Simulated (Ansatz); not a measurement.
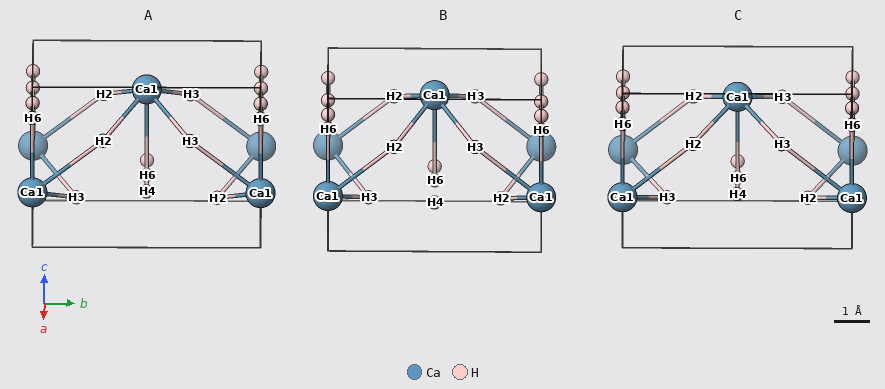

3 geometries from one relaxation of a crystal of CaH5 (a generated structure, set up in C2) (coarse preliminary run), in shuffled order. The picture is a ball-and-stick view of the larger cell on standard axes (2 times the calculation's cell), seen from a free direction.

Computed with Ansatz, DFT PBE, scalar-relativistic, plane waves, PAW. Set-up: plane-wave cutoff 420 eV; k-point mesh 4 × 4 × 6; occupations gaussian; smearing width 0.1 eV; no spin polarisation; cell and atoms relaxed; force threshold 0.04 eV/Å; at most 70 steps.

> Order the frames from highest to lowest energy.

B, C, A. They are steps 0, 2, 6, at +32.4 meV per atom, +6.0 meV per atom relative to the last. The energy falls by 32.4 meV per atom in 5 accepted moves (6 points after the start). Largest force component: 0.35 eV/Å at the start, 0.022 eV/Å at the end. The pressure goes from −0.29 to −0.24 GPa. At 1 point the geometry stayed and the basis and grid were re-selected for the new cell (energy shift of 1.1 meV per atom at most each time). The largest moves relative to the cell, 0.16 Å, are those of H atoms. Largest moves by element: H 0.16 Å, Ca 0.10 Å. Cell: a 3.378 → 3.126 Å (−7.5 %), b 6.268 → 6.706 Å (+7.0 %), c 4.990 → 5.240 Å (+5.0 %), γ 89.3° → 89.9°. Volume +4.0 %. Some distances before and after: Ca–Ca 3.378 → 3.126 Å, Ca–H 2.205 → 2.436 Å, Ca–H 2.397 → 2.628 Å, H–H 1.216 → 1.047 Å. Among the angles between lasting bonds that change: Ca–H–Ca 97.6° → 89.5°, H–Ca–H 97.6° → 89.5°, H–Ca–H 64.4° → 70.4°. The space group (tolerance 0.01 Å) goes from C2 (No. 5) to Imm2 (No. 44). The run took 14 s on 1 thread of Intel(R) Xeon(R) CPU @ 2.80GHz (Skylake/Cascade Lake) (shared host), peak memory 0.4 GiB.
